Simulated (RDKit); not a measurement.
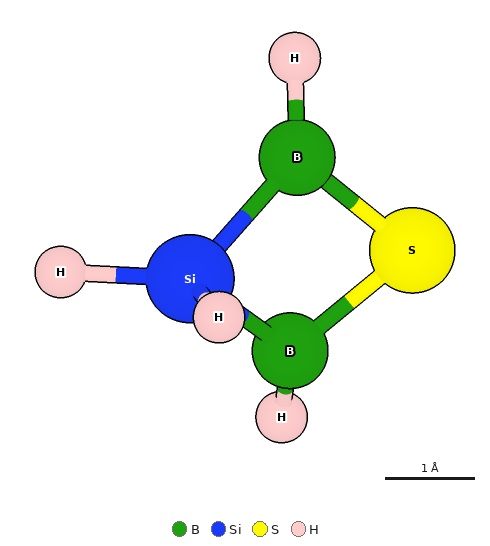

*The input geometry (ball-and-stick view, seen at a tilt).*

Bond lengths as drawn: B–H 1.17 Å, B–S 1.80 Å, B–Si 1.97 Å and H–Si 1.47 Å.

## B$_{2}$SiH$_{4}$S: property calculation

- system: B$_{2}$SiH$_{4}$S
- method: EHT (RDKit 2026.09.1)

The geometry comes from this level: GFN2-xTB.

The input (ff.py)
```python
import json
import numpy as np
from rdkit import Chem
from rdkit.Chem import AllChem
from rdkit.Chem import rdDetermineBonds
from rdkit.Chem import rdEHTTools

mol = Chem.MolFromXYZFile("mol.xyz")
symbols = [a.GetSymbol() for a in mol.GetAtoms()]
start = mol.GetConformer().GetPositions().copy()

ok, res = rdEHTTools.RunMol(mol, keepOverlapAndHamiltonianMatrices=True)
if not ok:
    raise RuntimeError("the extended Hueckel run failed")
eps = np.array(res.GetOrbitalEnergies())
nel = res.numElectrons
homo = (nel + 1) // 2 - 1
print(f"{res.numOrbitals} orbitals, {nel} valence electrons, sum of one-electron energies {res.totalEnergy:.4f} eV")
for i in range(max(0, homo - 3), min(len(eps), homo + 4)):
    print(f"{i + 1:4d} {eps[i]:10.4f} eV", "(HOMO)" if i == homo else "(LUMO)" if i == homo + 1 else "")
q = np.array(res.GetAtomicCharges())
print("Mulliken charges:", " ".join(f"{a}{i + 1}={c:+.3f}" for i, (a, c) in enumerate(zip(symbols, q))))
op = res.GetReducedOverlapPopulationMatrix()
pairs = [(k, i, op[i * (i + 1) // 2 + k]) for i in range(len(symbols)) for k in range(i) if abs(op[i * (i + 1) // 2 + k]) > 0.1]
print("reduced overlap populations above 0.1")
for k, i, p in pairs:
    print(f"  {symbols[k]}{k + 1}-{symbols[i]}{i + 1} {p:7.3f}")
json.dump(dict(symbols=symbols, start=start.tolist(), energy=res.totalEnergy * 23.060548, homo=eps[homo], lumo=eps[homo + 1] if homo + 1 < len(eps) else None, orbital_energies=eps.round(4).tolist(), charges_mulliken=q.tolist(), bond_orders=[[k + 1, i + 1, round(p, 4)] for k, i, p in pairs], nel=nel), open("results.json", "w"))
```

File mol.xyz
```
8

B     -0.837930     0.466340    -0.855150
Si     0.704620     0.650900     0.348470
B      0.066740    -1.206010     0.438310
S     -0.776490    -1.305570    -1.143770
H     -1.791020     1.066420    -1.164340
H      0.757950     1.569500     1.496750
H      1.987070     0.796340    -0.358800
H     -0.110940    -2.037910     1.238530
```

Run on 1 thread of AMD EPYC (Zen 5), 16 GiB of memory available, shared host.

Run as:
```bash
python ff.py
```

Output
```
20 orbitals, 20 valence electrons, sum of one-electron energies -304.4963 eV
   7   -12.2397 eV
   8   -11.7111 eV
   9   -11.4184 eV
  10   -10.5693 eV (HOMO)
  11    -7.3747 eV (LUMO)
  12    -6.8144 eV
  13     2.6656 eV
Mulliken charges: B1=+0.216 Si2=+0.450 B3=+0.216 S4=-0.005 H5=-0.215 H6=-0.226 H7=-0.222 H8=-0.215
reduced overlap populations above 0.1
  B1-Si2   0.813
  Si2-B3   0.812
  B1-S4   0.872
  Si2-S4  -0.151
  B3-S4   0.873
  B1-H5   0.789
  Si2-H6   0.725
  Si2-H7   0.730
  B3-H8   0.789
```

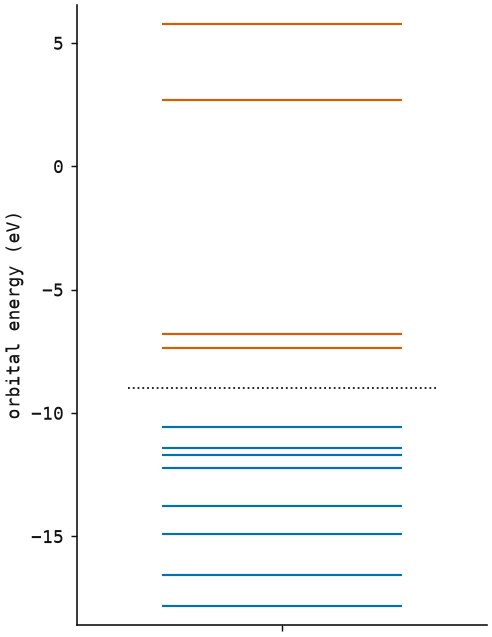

*Orbital energies near the frontier; the dotted line parts filled from empty levels, and levels within 0.02 eV of each other stand side by side.*

Highest filled −10.57 eV, lowest empty −7.37 eV, 3.20 eV apart.

Results in brief

```csv
quantity,value
outcome,converged
total energy,−11.190032 hartree
HOMO,−10.57 eV
LUMO,−7.37 eV
peak memory,0.073 GiB
```
